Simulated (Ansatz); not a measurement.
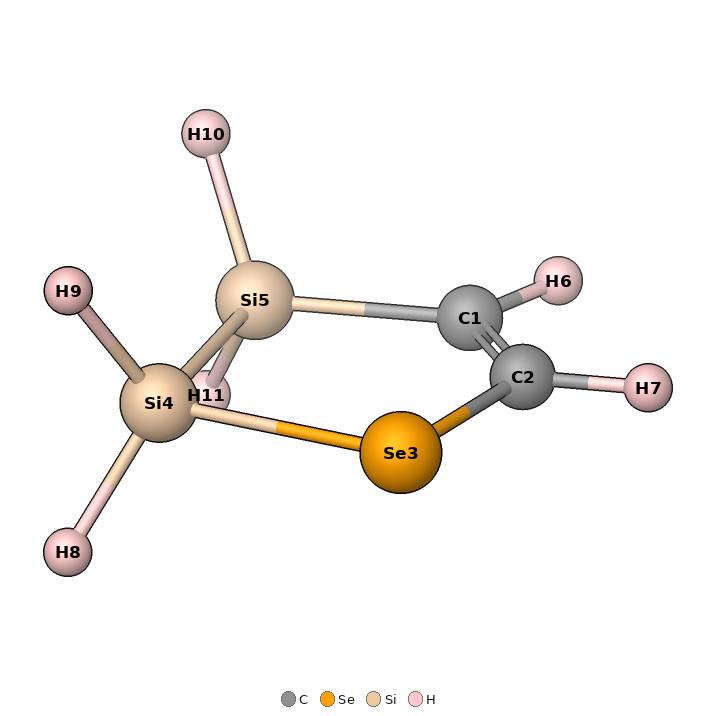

Depth is shown by fading: the farther an atom, the more it takes the colour of the background. The computed structure is the end point of a PBE0-D4/def2-TZVP optimisation. No frequency run is at hand to confirm it as a minimum.

### What is the conformation of the ring C1–C2–Se3–Si4–Si5?

It is planar. The Cremer–Pople amplitude Q is 0.00 Å.

### Give the torsion angles round the ring, beginning with the bond from its second to its third atom.

0°, 0°, 0°, 0°, 0°.
